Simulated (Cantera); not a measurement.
A closed system holds: 1 mol SiH2Cl2, 0.013 mol C2H4, 6.3 mol H2, equilibrated at 75.0 Torr.

Equilibrium computed with Cantera from the NASA thermochemical tables; the gas is ideal and each condensed phase is pure. Candidate condensed phases: C, C6H6, C7H8, C8H18, Si, SiC; 109 gas species. Mutual solubility and eutectic melting of coexisting phases are not modelled. The tables' values for SiCl3 are old estimates; treat these amounts as uncertain. Kinetics and transport are ignored.

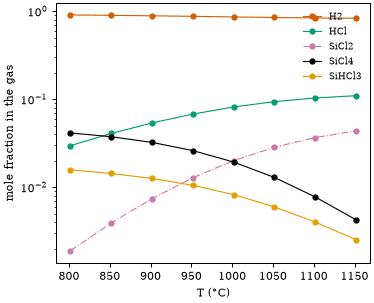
Fig. 1. Equilibrium gas composition (values under 1e-9 drawn at 1e-9)

From 802 °C to 1152 °C the condensed part is Si(s) + SiC(s). The main Si-bearing gas is SiCl4 at 802 °C and SiCl2 at 1152 °C. The share of Si in condensed phases is highest at 1002 °C (55.0 %) and lowest at 802 °C (51.3 %).
